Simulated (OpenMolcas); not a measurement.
**Cu³⁺ among point charges: CASSCF and CASPT2 levels and susceptibility**

Aim: the splitting of the states of Cu³⁺ in the field of 6 point charges, its lowest levels with spin-orbit coupling and its magnetic susceptibility.

Method: state-averaged CASSCF and CASPT2, spin-orbit coupling by RASSI with atomic mean-field integrals. Code: OpenMolcas 26.06.

### Step 1. What is computed

| Item | Value |
| --- | --- |
| Species | Cu³⁺ (copper, Z = 29, 26 electrons) |
| Basis | ANO-RCC-VDZP [5s4p2d1f], 34 functions |
| Scalar Hamiltonian | DKH2, point nucleus |
| Inactive shells | 1s 2s 2p 3s 3p |
| Active space | 8 electrons in 5 orbitals (3d) |
| Some configurations of this space | 3d⁸ |
| Orbitals | optimised for each spin and parity, averaged over all roots |

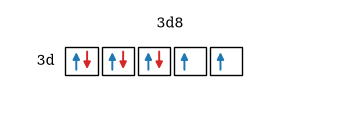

The shells outside the core, filled by Hund's rule for the drawing.

The ion sits among 6 point charges of -2 e arranged as an octahedron (Oh), 1.79 Å from the ion.

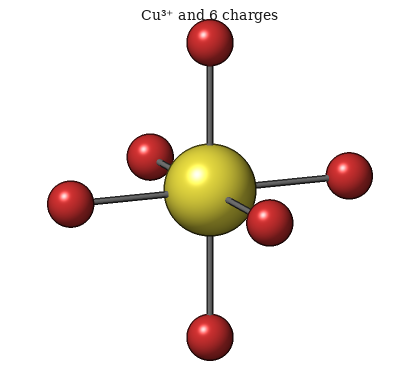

The ion and the point charges (red).

Each step is its own input file, run in one work folder so that later steps find the files of earlier ones. Labels, J, g values, rates, χT and fits are worked out afterwards by a script from the matrices that RASSI stores. The input lists half of the charges; inversion (Group=XYZ) makes the rest.

### Step 2. Basis and integrals

Input file a.inp:

```
&GATEWAY
Coord
1

Cu 0.0 0.0 0.0
Basis=ANO-RCC-VDZP
Group=XYZ
NoMove
AngMom=0.0 0.0 0.0
AMFI
XField
3 Angstrom 0
1.790000 0.000000 0.000000 -2.000000
0.000000 1.790000 0.000000 -2.000000
0.000000 0.000000 1.790000 -2.000000
&SEWARD
```

Run with:

```sh
OMP_NUM_THREADS=1 MOLCAS_MEM=1689 MOLCAS_PROJECT=a pymolcas a.inp > a.log
```

Standard output:

```text
Basis set label: CU.ANO-RCC...5S4P2D1F.

      Electronic valence basis set:
      ------------------
      Associated Effective Charge  29.000000 au
      Associated Actual Charge     29.000000 au
      Nuclear Model: Point charge

      Shell  nPrim  nBasis  Cartesian Spherical Contaminant
         s      21       5        X
         p      15       4        X
         d      10       2                 X
         f       6       1                 X
                  Relativistic Douglas-Kroll-Hess integrals:
                    - DKH order of Hamiltonian: 2
                    - DKH order of Properties : 0
                  Atomic mean-field integrals
```

### Step 3. Reference wave functions, triplets of even parity, 10 roots

Input file a.inp:

```
&RASSCF
FileOrb=start.orb
Symmetry=1
Spin=3
nActEl=8 0 0
Inactive=3 6
Ras2=5 0
CIRoot=10 10 1
SDav=10
CIMx=300
Iter=120 100
PrWF=0.3
OrbListing=Nothing
MaxOrb=0
>>> COPY $Project.JobIph JOB001
```

start.orb holds the contracted functions of the basis, ordered by shell, or the orbitals of the step before.

Standard output, shortened:

```text
[...]
      Number of active orbitals                  5
[...]
      Spin quantum number                      1.0
[...]
      Active orbitals                            5   0
[...]
      Number of CSFs                            10
      Number of root(s) required                10
[...]
      Convergence after  9 iterations
[...]
      Natural orbitals and occupation numbers for root  1
      sym 1:   2.000000   2.000000   1.000000   1.000000   2.000000
      Natural orbitals and occupation numbers for root  2
      sym 1:   2.000000   1.780369   1.780369   1.219631   1.219631
      Natural orbitals and occupation numbers for root  3
      sym 1:   1.123565   2.000000   1.123565   1.876435   1.876435
::    RASSCF root number  1 Total energy:  -1661.58839796
::    RASSCF root number  2 Total energy:  -1661.56761338
::    RASSCF root number  3 Total energy:  -1661.56761338
[...]
::    RASSCF root number  7 Total energy:  -1661.55146288
::    RASSCF root number  8 Total energy:  -1661.46257624
::    RASSCF root number  9 Total energy:  -1661.46257624
::    RASSCF root number 10 Total energy:  -1661.46257624
```

### Step 4. CASSCF: singlets of even parity, 15 roots

Input file a.inp:

```
&RASSCF
FileOrb=start.orb
Symmetry=1
Spin=1
nActEl=8 0 0
Inactive=3 6
Ras2=5 0
CIRoot=15 15 1
SDav=15
CIMx=300
Iter=120 100
PrWF=0.3
OrbListing=Nothing
MaxOrb=0
>>> COPY $Project.JobIph JOB002
```

Standard output, shortened:

```text
[...]
      Number of active orbitals                  5
[...]
      Spin quantum number                      0.0
[...]
      Active orbitals                            5   0
[...]
      Number of CSFs                            15
      Number of root(s) required                15
[...]
      Convergence after  7 iterations
[...]
      Natural orbitals and occupation numbers for root  1
      sym 1:   1.840817   1.999784   1.153539   1.153539   1.852322
      Natural orbitals and occupation numbers for root  2
      sym 1:   1.954465   1.942960   1.153539   1.153539   1.795498
      Natural orbitals and occupation numbers for root  3
      sym 1:   1.643562   1.728426   1.986284   1.354821   1.286907
::    RASSCF root number  1 Total energy:  -1661.49314075
::    RASSCF root number  2 Total energy:  -1661.49314075
::    RASSCF root number  3 Total energy:  -1661.47801261
[...]
::    RASSCF root number 12 Total energy:  -1661.42543036
::    RASSCF root number 13 Total energy:  -1661.42543036
::    RASSCF root number 14 Total energy:  -1661.42543036
::    RASSCF root number 15 Total energy:  -1661.24304368
```

### Step 5. State interaction with spin-orbit coupling

Input file a.inp:

```
&RASSI
NrOfJobIphs=2 10 15
1 2 3 4 5 6 7 8 9 10
1 2 3 4 5 6 7 8 9 10 11 12 13 14 15
IphNames
JOB001
JOB002
EJob
SpinOrbit
DIPRint=1.0
SOCoupling=1000.0
Subsets=2
Property=9
'ANGMOM' 1 'ANGMOM' 2 'ANGMOM' 3 'MLTPL  1' 1 'MLTPL  1' 2 'MLTPL  1' 3
'AMFI' 1 'AMFI' 2 'AMFI' 3
SOProperty=3
'ANGMOM' 1 'ANGMOM' 2 'ANGMOM' 3
```

Run with:

```sh
OMP_NUM_THREADS=1 MOLCAS_MEM=1689 MOLCAS_PROJECT=a pymolcas a.inp > a.log
```

Standard output, shortened:

```text
SPIN-FREE ENERGIES:
  (Shifted by EMIN (a.u.) =      -1661.5883979627)
 SF State       Relative EMIN(au)   Rel lowest level(eV)    D:o, cm**(-1)      L_eff
     1             0.0000000000        0.0000000000              0.0000         3.0
     2             0.0207845852        0.5655773757           4561.6892         3.0
     3             0.0207845852        0.5655773757           4561.6892         3.0
     4             0.0207845852        0.5655773757           4561.6892         3.0
     5             0.0369350827        1.0050548005           8106.3137         3.0
     6             0.0369350827        1.0050548005           8106.3137         3.0
     7             0.0369350827        1.0050548005           8106.3137         3.0
    11             0.0952572155        2.5920808835          20906.5423         2.2
    12             0.0952572155        2.5920808835          20906.5423         2.2
    13             0.1103853505        3.0037384086          24226.7841         2.1
[...]
Eigenvalues of complex Hamiltonian:
   -----------------------------------
  (Shifted by EMIN (a.u.) =      -1661.5883979627)
 SO State       Relative EMIN(au)   Rel lowest level(eV)    D:o, cm**(-1)     J-value
     1            -0.0017477846        0.0000000000              0.0000         2.8
     2            -0.0017477846        0.0000000000              0.0000         3.1
     3            -0.0017477846        0.0000000000              0.0000         2.8
     4             0.0172366728        0.5165934051           4166.6068         2.9
     5             0.0172366728        0.5165934052           4166.6068         3.2
     6             0.0185024865        0.5510379492           4444.4208         2.2
     7             0.0185024865        0.5510379492           4444.4208         3.2
     8             0.0185024865        0.5510379492           4444.4208         3.2
     9             0.0222712097        0.6535901330           5271.5599         2.4
    10             0.0222712097        0.6535901330           5271.5599         2.3
    11             0.0222712097        0.6535901330           5271.5599         2.4
[...]
```

Time for these steps: 5 s (1 thread of Arm Neoverse V1, shared host).

States without spin-orbit coupling:

| state | degeneracy | E (cm-1) | free-ion L (%) |
| --- | --- | --- | --- |
| 3A2 | 1 | 0 | F (100) |
| 3T2 | 3 | 4562 | F (100) |
| 3T1 | 3 | 8106 | F (99) |
| 1E | 2 | 20907 | D (91) |
| 1T2 | 3 | 24227 | D (97) |
| 3T1 | 3 | 27615 | P (99) |
| 1A1 | 1 | 31985 | G (99) |
| 1T1 | 3 | 33035 | G (100) |
| 1E | 2 | 34981 | G (91) |
| 1T2 | 3 | 35767 | G (97) |
| 1A1 | 1 | 75797 | S (99) |

With spin-orbit coupling:

```
E (cm-1)  Degeneracy  Label  2S+1
     0.0           3     T2     3
    4167           2      E     3
    4444           3     T1     3
    5272           3     T2     3
    5409           1     A2     3
    7061           1     A1     3
    8030           3     T1     3
    9341           3     T2     3
    9511           2      E     3
   21245           2      E     1
   24130           3     T2     1
   27749           2      E     3
   28114           3     T2     3
   28462           3     T1     3
   28812           1     A1     3
   32408           1     A1     1
   33451           3     T1     1
   35417           2      E     1
   36186           3     T2     1
   76292           1     A1     1
```

Powder χT (cm³ K/mol): 1.77 at 2 K, 1.77 at 5 K, 1.77 at 10 K, 1.78 at 20 K, 1.79 at 50 K, 1.81 at 100 K, 1.83 at 150 K, 1.86 at 200 K, 1.88 at 250 K, 1.90 at 300 K.

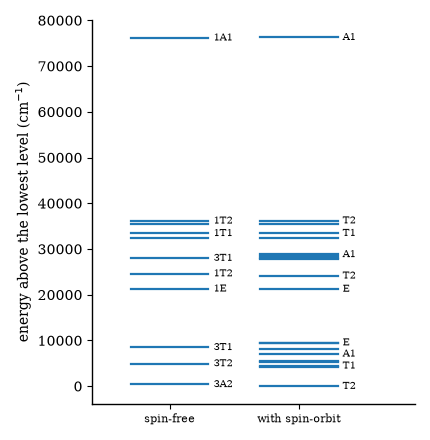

The states in the field without (left) and with (right) spin-orbit coupling.

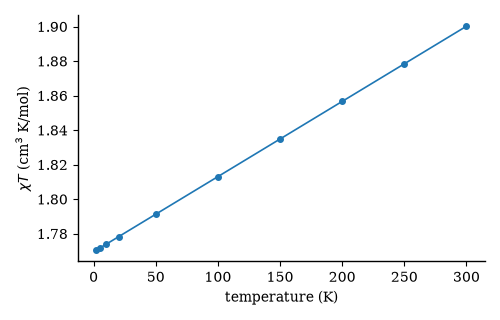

χT against temperature.

Orbitals of the lowest block (energies include the constant potential of the surroundings):

| shell | space | energy (hartree) | mean occupation | ⟨r²⟩ (bohr²) |
| --- | --- | --- | --- | --- |
| 1s | inactive | -330.6375 | 2.000 | 0.00362 |
| 2s | inactive | -39.8837 | 2.000 | 0.0646 |
| 2p | inactive | -34.0246 | 6.000 | 0.0521 |
| 3s | inactive | -3.3827 | 2.000 | 0.579 |
| 3p | inactive | -1.5654 | 6.000 | 0.642 |
| 3d | RAS2 |  | 8.000 | 0.998 |

### Step 6. CASPT2: IPEA 0.25, imaginary shift 0.1 (closed shells correlated: 3s 3p)

Input file a.inp:

```
>>> COPY JOB001 $Project.JobIph
&CASPT2
Multistate=10 1 2 3 4 5 6 7 8 9 10
NoMult
Frozen=2 3
IPEA=0.25
Imaginary=0.1
MaxIter=60
WThr=0.0 0.3 0.05
PrWF=0.5
NoMix
>>> COPY JOB002 $Project.JobIph
&CASPT2
Multistate=15 1 2 3 4 5 6 7 8 9 10 11 12 13 14 15
NoMult
Frozen=2 3
IPEA=0.25
Imaginary=0.1
MaxIter=60
WThr=0.0 0.3 0.05
PrWF=0.5
NoMix
```

Run with:

```sh
OMP_NUM_THREADS=1 MOLCAS_MEM=1689 MOLCAS_PROJECT=a pymolcas a.inp > a.log
```

Standard output, shortened:

```text
[...]
      Active orbitals                            5   0
[...]
      E2 (Variational):          -0.4208900641
      Total energy:           -1662.0092880268
[...]
::    CASPT2 Root  1     Total energy:  -1662.00928803
::    CASPT2 Root  2     Total energy:  -1661.98858451
[...]
::    CASPT2 Root 12     Total energy:  -1661.85236660
::    CASPT2 Root 13     Total energy:  -1661.85237337
::    CASPT2 Root 14     Total energy:  -1661.85240751
::    CASPT2 Root 15     Total energy:  -1661.70530921
```

Time for this run: 1.7 s (1 thread of Arm Neoverse V1, shared host).

SS-CASPT2: lowest energy less the reference's lowest, -0.4209 hartree; reference weights 0.942 to 0.950.

Spin-free states, with their symmetry labels:

| state | degeneracy | E (cm-1) | free-ion L (%) |
| --- | --- | --- | --- |
| 3A2 | 1 | 0 | F (100) |
| 3T2 | 3 | 4759 | F (100) |
| 3T1 | 3 | 8976 | F (99) |
| 1E | 2 | 17862 | D (91) |
| 1T2 | 3 | 21386 | D (97) |
| 3T1 | 3 | 25225 | P (99) |
| 1A1 | 1 | 29608 | G (99) |
| 1T1 | 3 | 31838 | G (100) |
| 1E | 2 | 33789 | G (91) |
| 1T2 | 3 | 34437 | G (97) |
| 1A1 | 1 | 66716 | S (99) |

With spin-orbit coupling:

```tsv
E (cm-1)	Degeneracy	Label	2S+1
0	3	T2	3
4400	2	E	3
4670	3	T1	3
5460	3	T2	3
5600	1	A2	3
7910	1	A1	3
8850	3	T1	3
10160	3	T2	3
10240	2	E	3
18290	2	E	1
21360	3	T2	1
25330	2	E	3
25660	3	T2	3
26060	3	T1	3
26390	1	A1	3
30030	1	A1	1
32250	3	T1	1
34220	2	E	1
34850	3	T2	1
67220	1	A1	1
```

Powder χT (cm³ K/mol): 1.74 at 2 K, 1.74 at 5 K, 1.74 at 10 K, 1.75 at 20 K, 1.76 at 50 K, 1.78 at 100 K, 1.80 at 150 K, 1.82 at 200 K, 1.84 at 250 K, 1.87 at 300 K.

### Step 7. The methods side by side

A. CASSCF
B. SS-CASPT2, IPEA 0.25, imaginary shift 0.1 (closed shells correlated: 3s 3p)

| method | ground state | first state of that spin (cm-1) | first gap with spin-orbit (cm-1) | χT at 300 K |
| --- | --- | --- | --- | --- |
| A | 3A2 | 3T2 4562 | 4166.6 | 1.90 |
| B | 3A2 | 3T2 4759 | 4397.2 | 1.87 |

### Step 8. Outcome

| quantity | value |
| --- | --- |
| method | SS-CASPT2, IPEA 0.25, imaginary shift 0.1 (closed shells correlated: 3s 3p) |
| spin-free ground state | 3A2, 1-fold in its orbital part |
| first state of the same spin within the active space | 3T2 at 4760 cm⁻¹ |
| lowest level | 3-fold T2 |
| next level | 4397.2 cm⁻¹ |
| χT at 300 K | 1.87 cm³ K/mol |
| effective moment at 300 K | 3.86 μB |

Cost by method:

| method | time of its own steps | time with the reference |
| --- | --- | --- |
| A. CASSCF | 5 s | 5 s |
| B. SS-CASPT2, IPEA 0.25, imaginary shift 0.1, +3s 3p | 1.7 s | 6.7 s |

Times are of one thread on a shared host.

The spin-free ground state (3A2) comes to 100 % from free-ion F terms and keeps the highest spin of the shell. χT at 300 K is 1.87, against 1.00 cm³ K/mol for the spin alone, so orbital moment adds to it. CASPT2 does not keep the components of a term degenerate, and the means are used. The field of point charges can differ much from that of real complexes. Point charges carry no covalency, so the field is a model and not that of real ligands.
